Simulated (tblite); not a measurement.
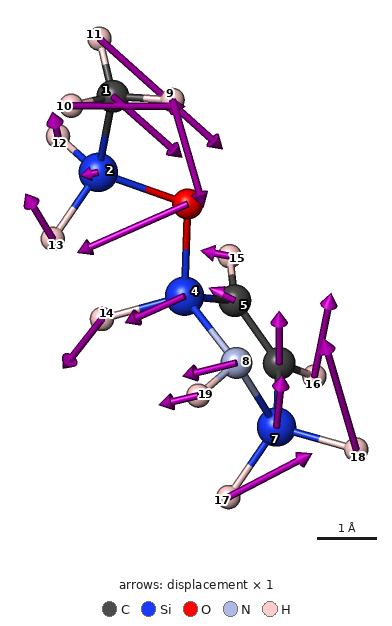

This is a relaxation of C₃H₁₁NOSi₃. The starting structure is drawn; purple arrows show the displacements, at their true length. The two geometries are superimposed by the best rigid fit.

A ball-and-stick model, seen from a free direction.

Level of theory: tblite, GFN2-xTB geometry optimisation, gas phase. 

Q: Describe the change and its energy.

A: An H atom moves most after the best rigid fit: 3.01 Å. By element the largest moves are H 3.01 Å, O 2.12 Å, C 1.71 Å, Si 1.22 Å, N 1.03 Å. Among the contacts that change: O–Si 1.719 → 1.626 Å, N–Si 1.814 → 1.730 Å, O–Si 1.695 → 1.626 Å, C–Si 1.831 → 1.882 Å. Bond angles that change, for instance: Si–O–Si 112.5° → 147.6°, Si–N–Si 100.4° → 117.5°, Si–N–H 108.6° → 121.3°. Groups turn about O–Si by about 170°, O–Si by about 160°, C–Si by about 45°. The energy falls by 1.052 eV in 180 geometry steps.
